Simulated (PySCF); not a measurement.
# C5H13AsSi: the cost of one run

Programs: PySCF 2.14.0, with routines of our own; each step states its level. All values are computed. Atoms count from 0.

## 1. The starting structure

20 atoms, charge 0, multiplicity 1; geometry from: GFN2-xTB.

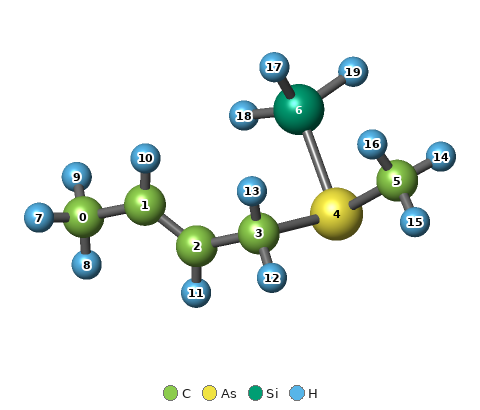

The starting geometry (carbon green, arsenic yellow, silicon teal, hydrogen blue).

## 2. Magnetic properties: GIAO HF/pcSseg-1

The job: settings as JSON, then the geometry in Å.

```
{"job": {"kind": "mag", "xc": "HF", "basis": "pcSseg-1", "isotopologues": 2}, "charge": 0, "multiplicity": 1}
C      3.305161    -0.589216     0.048498
C      1.999876     0.133237     0.099874
C      1.157879     0.241896    -0.916815
C     -0.155864     0.931177    -0.859041
As    -1.663281    -0.391006    -0.932226
C     -3.082817     0.884667    -0.406973
Si    -1.313706    -1.281822     1.190032
H      4.125525     0.088290     0.286766
H      3.476062    -1.013546    -0.938079
H      3.319636    -1.393622     0.784262
H      1.757421     0.590776     1.051726
H      1.403991    -0.217000    -1.869521
H     -0.268454     1.599988    -1.719804
H     -0.244017     1.527259     0.053363
H     -4.000005     0.345253    -0.171110
H     -3.298535     1.567922    -1.229809
H     -2.792268     1.473178     0.462998
H     -1.090892    -0.252639     2.219158
H     -0.156075    -2.180617     1.215007
H     -2.484785    -2.053496     1.628657
```

Method: GIAO HF/pcSseg-1 magnetisability, rotational g tensor and spin-rotation constants, non-relativistic, gas phase.

Command:

```bash
> OMP_NUM_THREADS=1 python excited_run.py task.json out
```

The driver reads the jobs from task.json and runs them one after another.

Q: Estimate the wall time and peak memory of this first job on 1 thread of Intel Xeon Platinum 8488C, shared host.

About 29 s, with a peak of 1 GiB.
